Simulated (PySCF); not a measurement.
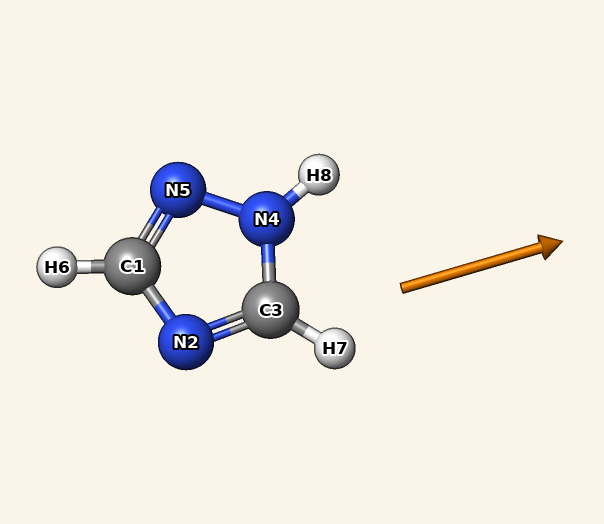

The arrow beside the molecule shows the direction of the dipole moment, from the negative to the positive end (its length means nothing). Computed geometry: PBE0-D3(BJ)/def2-TZVP optimisation. No frequency run is at hand to confirm it as a minimum. Method: B97-2/pcSseg-2, gas phase (PySCF 2.14.0).

Question: How large is the dipole moment?

Answer: 2.89 D; it points from the side of H6 to the side of H8 (the outermost atoms at the two ends).
